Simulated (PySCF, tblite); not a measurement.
# C₅H₉NOSi: geometry, infrared bands and NMR shifts

Aim: predict the infrared bands and NMR shifts of C₅H₉NOSi (`C[SiH2]c1ccc(N)o1`).

Computed with tblite 0.8.0 and PySCF 2.14.0, with density-fitted response routines of our own, on a single molecule in the gas phase. Atoms count from 0, in the outputs and in this text.

### Step 1. The molecule as given

17 atoms, charge 0, multiplicity 1; geometry from: force field or distance geometry start.

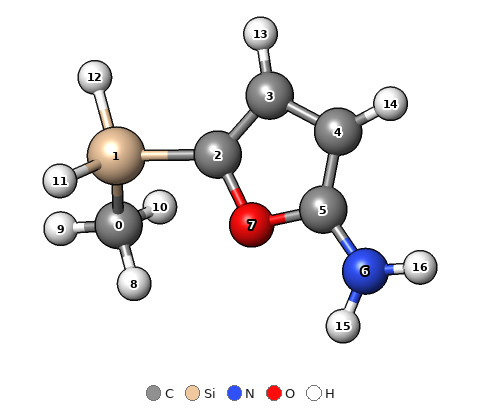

The starting geometry (carbon grey, silicon light orange, nitrogen blue, oxygen red, hydrogen white), atoms numbered; sticks join atoms by distance.

### Step 2. Geometry optimisation with GFN2-xTB

Job settings and geometry (Å):

```
{"job": {"kind": "relax", "xc": "GFN2-xTB", "basis": "xTB"}, "charge": 0, "multiplicity": 1}
C     -2.408800     0.093500     1.387900
Si    -2.040700     0.216800    -0.424500
C     -0.207900    -0.133400    -0.585700
C      0.532300    -0.998000    -1.376400
C      1.895700    -0.797900    -1.039900
C      1.909200     0.189100    -0.098800
N      2.898700     0.794900     0.565700
O      0.663200     0.603600     0.193000
H     -1.852100     0.836700     1.965400
H     -3.486200     0.266900     1.579700
H     -2.170000    -0.893700     1.785100
H     -2.377000     1.555900    -0.944400
H     -2.815200    -0.803300    -1.165900
H      0.139600    -1.713100    -2.086700
H      2.752600    -1.293900    -1.459000
H      2.683600     1.517900     1.256900
H      3.876100     0.570100     0.437700
```

On the command line:

```
$ OMP_NUM_THREADS=1 python probes_run.py task.json out
```

One launch serves the whole session: the jobs run in the order shown.

**Question.** This job is followed by: GFN2-xTB harmonic vibrations, gas phase; GIAO PBE0/pcSseg-1 NMR shielding, non-relativistic, gas phase. Predict these results of the whole session: strongest single infrared mode (GFN2-xTB); zero-point energy (GFN2-xTB); ¹³C shifts against TMS (PBE0/pcSseg-1); ¹H shifts against TMS (PBE0/pcSseg-1, means over atoms taken as alike); ²⁹Si shifts against TMS (PBE0/pcSseg-1); ¹⁵N shifts against NH3 (PBE0/pcSseg-1); ¹⁷O shifts against H2O (PBE0/pcSseg-1).

The runs gave:

```
                                                              quantity                                value
                             strongest single infrared mode (GFN2-xTB)                2199 cm⁻¹, 382 km/mol
                                          zero-point energy (GFN2-xTB)                        79.8 kcal/mol
                                ¹³C shifts against TMS (PBE0/pcSseg-1)  167.5, 143.8, 132.4, 89.3, -5.2 ppm
¹H shifts against TMS (PBE0/pcSseg-1, means over atoms taken as alike)     6.92, 5.36, 4.63, 3.60, 0.29 ppm
                               ²⁹Si shifts against TMS (PBE0/pcSseg-1)                            -59.2 ppm
                                ¹⁵N shifts against NH3 (PBE0/pcSseg-1)                             68.4 ppm
                                ¹⁷O shifts against H2O (PBE0/pcSseg-1)                            287.8 ppm
```

In words: The optimisation took 57 steps and gained 0.158 eV; among the close pairs (by a distance rule), C0–Si1 changed most, from 1.854 to 1.900 Å. No mode is imaginary among the 45: a minimum at this level. The strongest single mode, at 2199 cm⁻¹, moves mainly H11. GFN2-xTB is a fitted tight-binding method: band positions and strengths are rough. Its intensities can rank the bands wrongly. At PBE0/pcSseg-1: The largest span, 282 ppm, is at O7, where the paramagnetic term is -355 ppm. NICS(1)zz of -22 ppm above the planar ring from C2 marks a diatropic (aromatic) ring current.
